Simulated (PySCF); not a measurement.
```xyz
24

C    -2.2129    0.8198    1.5807
C    -1.2073    0.6821    0.4359
C    -1.5322   -0.5449   -0.4210
F    -2.8768   -0.4955   -0.7587
C    -0.7423   -0.6509   -1.7221
C     0.7248   -0.9923   -1.4848
Si    1.5397    0.3310   -0.3868
C     3.1753   -0.2551    0.3698
C     0.2158    0.5831    0.9847
F     0.5047    1.7594    1.6740
H    -1.9634    1.6878    2.1857
H    -3.2203    0.9413    1.1913
H    -2.1898   -0.0664    2.2133
H    -1.2706    1.5741   -0.1964
H    -1.4157   -1.4607    0.1759
H    -1.2197   -1.4213   -2.3341
H    -0.8273    0.2955   -2.2598
H     0.7897   -1.9761   -1.0160
H     1.2288   -1.0755   -2.4465
H     1.6881    1.6057   -1.1027
H     3.9100   -0.4557   -0.4029
H     3.0492   -1.1645    0.9508
H     3.5876    0.5025    1.0282
H     0.2530   -0.2038    1.7493
```

Geometry: GFN2-xTB.

Theory: PySCF 2.14.0, PBE0/pcSseg-1, SCF density, gas phase, non-relativistic.

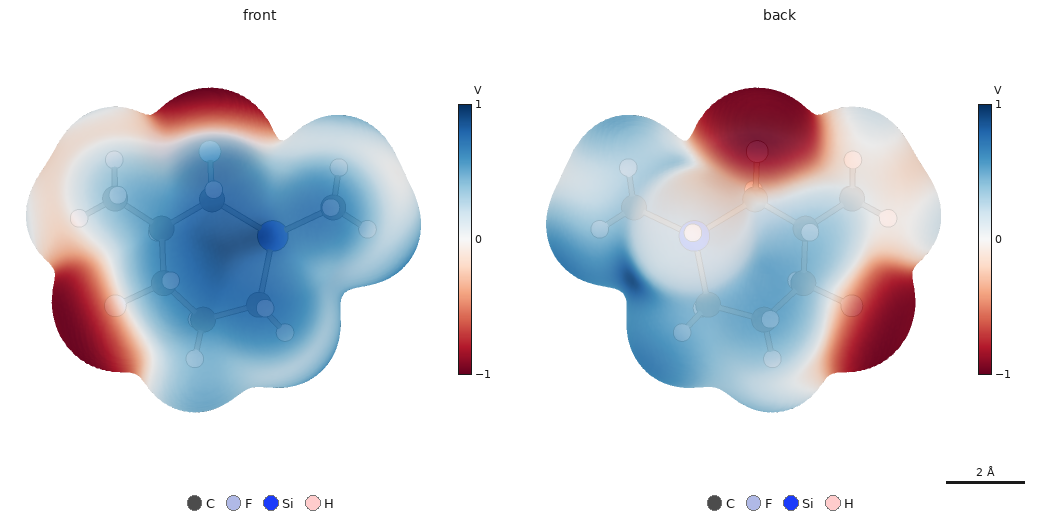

C$_{7}$H$_{14}$F$_{2}$Si. The electrostatic potential painted on the density surface at 0.001 e/bohr³, seen from the front and from behind; red is negative and blue positive.

> Which sites attract a positive test charge, and which a negative one?

A positive charge is drawn to the negative regions and a negative charge to the positive ones. The most negative region (about −1.0 V, or −23 kcal/mol for a unit charge) lies over F4 and F10, the most positive (about +0.9 V, or +21 kcal/mol for a unit charge) over the C, H and Si atoms.
